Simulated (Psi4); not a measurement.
# B2PLYP/def2-SVPD (core potential, density fitting for correlation) run of CH3NSn (SMILES N#[C][SnH3])

What is the energy change on altering one bond length of CH3NSn at B2PLYP/def2-SVPD (core potential, density fitting for correlation)? 

Program for the calculation: Psi4 1.11.

3 further runs of the same task are left out: 3 set aside as unsound or not needed.

**1. The structure to begin with**

The species is CH3NSn (6 atoms), meant as a singlet with charge 0. SMILES: `N#[C][SnH3]`. Geometry: relaxed at PBE0-D4/def2-TZVP.

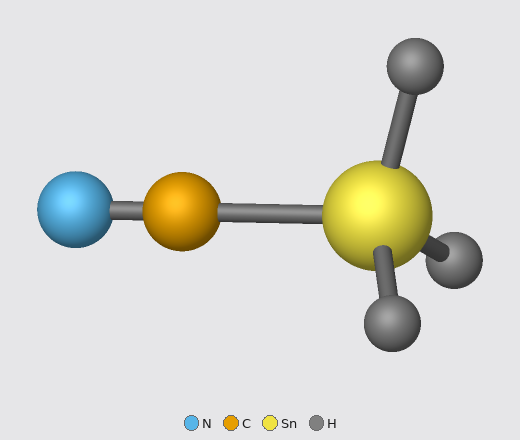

The structure, seen from a chosen angle (nitrogen blue, carbon amber, tin yellow, hydrogen grey).

**2. The energy at B2PLYP/def2-SVPD (core potential, density fitting for correlation)**

ch3nsn_ase.py

```python
import numpy as np
from ase.calculators.psi4 import Psi4
from ase import Atoms

a = Atoms(['N', 'C', 'Sn', 'H', 'H', 'H'], positions=[
    [2.057000, -0.924700, 1.310700],
    [1.149600, -0.518100, 0.728500],
    [-0.513900, 0.221600, -0.342800],
    [-0.145000, 1.830100, -0.731400],
    [-0.663700, -0.763700, -1.714300],
    [-1.841900, 0.090700, 0.703000],
])
calc = Psi4(atoms=a, method='b2plyp', basis='def2-SVPD', memory='1600MB', num_threads=1, charge=0, multiplicity=1, label='ch3nsn', reference='rks')
calc.psi4.set_options({'puream': True, 'e_convergence': 1e-09, 'd_convergence': 1e-08, 'scf_type': 'pk', 'dft_radial_points': 99, 'dft_spherical_points': 590, 'num_frozen_docc': 6})
a.calc = calc

print(f'energy: {a.get_potential_energy():.6f} eV')
```

Command:

```bash
$ python ch3nsn_ase.py
```

ch3nsn.dat:

```text
[...]
    !!!  WARNING: ECP capability is in beta. Please check occupations closely.  !!!
[...]
  Running in c1 symmetry.
[...]
  Nuclear repulsion =  104.330604119022212
[...]
  Multiplicity = 1
[...]
  Nalpha       = 19
  Nbeta        = 19
[...]
    Number of basis functions: 96
[...]
   @RKS iter   1:  -308.22208373064802   -1.64114e+00   4.60077e-03 ADIIS/DIIS
[...]
   @RKS iter  11:  -308.33589209432262   -3.18323e-12   3.94833e-09 DIIS
[...]
    Orbital Energies [Eh]
    ---------------------
    Doubly Occupied:
       1A    -14.854692     2A    -10.651378     3A     -5.459951
       4A     -3.739867     5A     -3.736400     6A     -3.736399
       7A     -1.194880     8A     -1.190353     9A     -1.190351
      10A     -1.185523    11A     -1.185521    12A     -1.024183
      13A     -0.654124    14A     -0.502385    15A     -0.427531
      16A     -0.426343    17A     -0.426331    18A     -0.391775
      19A     -0.391761
[...]
  @RKS Final Energy:  -308.33589209432262
   => Energetics <=
    Nuclear Repulsion Energy =            104.3306041190222118
    One-Electron Energy =                -709.8793435389004571
    Two-Electron Energy =                 312.2844118317365201
    DFT Exchange-Correlation Energy =     -15.0715645061808576
    Empirical Dispersion Energy =           0.0000000000000000
    VV10 Nonlocal Energy =                  0.0000000000000000
    Total Energy =                       -308.3358920943226167
[...]
 Multipole Moments:
 ------------------------------------------------------------------------------------
     Multipole            Electronic (a.u.)      Nuclear  (a.u.)        Total (a.u.)
 ------------------------------------------------------------------------------------
 L = 1.  Multiply by 2.5417464519 to convert [e a0] to [Debye]
 Dipole X            :        -25.6954919           24.3291123           -1.3663796
 Dipole Y            :         11.4491972          -10.8395568            0.6096404
 Dipole Z            :        -16.5324513           15.6537593           -0.8786920
 Magnitude           :                                                    1.7351525
[...]
```

Standard output:

```text
energy: -8394.110684 eV
```

Run time: 10 s. Hardware: 1 thread of Intel Xeon 6975P-C (Granite Rapids), shared host; peak memory 0.82 GiB.

**3. The distorted shape, same level**

job.dat

```
memory 1.6 GB

molecule {
  N      1.872549    -1.728955     1.505001
  C      0.965149    -1.322355     0.922801
  Sn    -0.698351    -0.582655    -0.148499
  H     -0.145000     1.830100    -0.731400
  H     -0.848151    -1.567955    -1.519999
  H     -2.026351    -0.713555     0.897301
  units angstrom
  symmetry c1
  no_reorient
  no_com
}

set {
  puream true
  e_convergence 1e-09
  d_convergence 1e-08
  scf_type pk
  dft_radial_points 99
  dft_spherical_points 590
  num_frozen_docc 6
}

e, wfn = energy("b2plyp/def2-SVPD", return_wfn=True)
```

Command:

```bash
$ psi4 job.dat job.out -n 1
```

job.out:

```text
[...]
    !!!  WARNING: ECP capability is in beta. Please check occupations closely.  !!!
[...]
  Running in c1 symmetry.
[...]
  Nuclear repulsion =  101.661010717121925
[...]
  Multiplicity = 1
[...]
  Nalpha       = 19
  Nbeta        = 19
[...]
    Number of basis functions: 96
[...]
   @RKS iter   1:  -308.06043712982876   -1.57434e+00   5.29561e-03 DIIS/ADIIS
[...]
   @RKS iter  12:  -308.25945306351525   -1.87583e-12   1.82005e-09 DIIS
[...]
    Orbital Energies [Eh]
    ---------------------
    Doubly Occupied:
       1A    -14.864168     2A    -10.661014     3A     -5.480486
       4A     -3.759606     5A     -3.758001     6A     -3.755957
       7A     -1.213498     8A     -1.209411     9A     -1.208251
      10A     -1.205357    11A     -1.204720    12A     -1.032826
      13A     -0.652595    14A     -0.505226    15A     -0.437005
      16A     -0.436014    17A     -0.416188    18A     -0.401489
      19A     -0.332162
[...]
  @RKS Final Energy:  -308.25945306351525
   => Energetics <=
    Nuclear Repulsion Energy =            101.6610107171219255
    One-Electron Energy =                -704.0956988620155244
    Two-Electron Energy =                 309.1932410003252585
    DFT Exchange-Correlation Energy =     -15.0180059189469066
    Empirical Dispersion Energy =           0.0000000000000000
    VV10 Nonlocal Energy =                  0.0000000000000000
    Total Energy =                       -308.2594530635152523
[...]
 Multipole Moments:
 ------------------------------------------------------------------------------------
     Multipole            Electronic (a.u.)      Nuclear  (a.u.)        Total (a.u.)
 ------------------------------------------------------------------------------------
 L = 1.  Multiply by 2.5417464519 to convert [e a0] to [Debye]
 Dipole X            :         -2.3962776            0.9741784           -1.4220992
 Dipole Y            :         63.0431459          -62.9404183            0.1027276
 Dipole Z            :        -22.3655684           21.6387569           -0.7268115
 Magnitude           :                                                    1.6003669
[...]
```

Wall time 11 s (1 thread of Intel Xeon 6975P-C (Granite Rapids), shared host); peak memory 0.79 GiB.

**4. What came out**

At B2PLYP/def2-SVPD (core potential, density fitting for correlation), 6 core orbitals frozen:

| quantity | value |
| --- | --- |
| first shape: total energy | -308.47788 Eh |
| first shape: HOMO energy (SCF part's orbitals) | -10.66 eV |
| first shape: LUMO energy (SCF part's orbitals) | 0.25 eV |
| first shape: HOMO–LUMO gap (SCF part's orbitals) | 10.91 eV |
| distorted shape: total energy | -308.40497 Eh |
| distorted shape: HOMO energy (SCF part's orbitals) | -9.04 eV |
| distorted shape: LUMO energy (SCF part's orbitals) | -1.99 eV |
| distorted shape: HOMO–LUMO gap (SCF part's orbitals) | 7.04 eV |
| energy change with the Sn3–H4 bond stretched from 1.695 to 2.543 Å | 1.984 eV |

In words: With the Sn3–H4 bond stretched from 1.695 to 2.543 Å the energy rises by 1.98 eV (191 kJ/mol). The first shape isn't relaxed at this level, so the change isn't measured from a minimum.
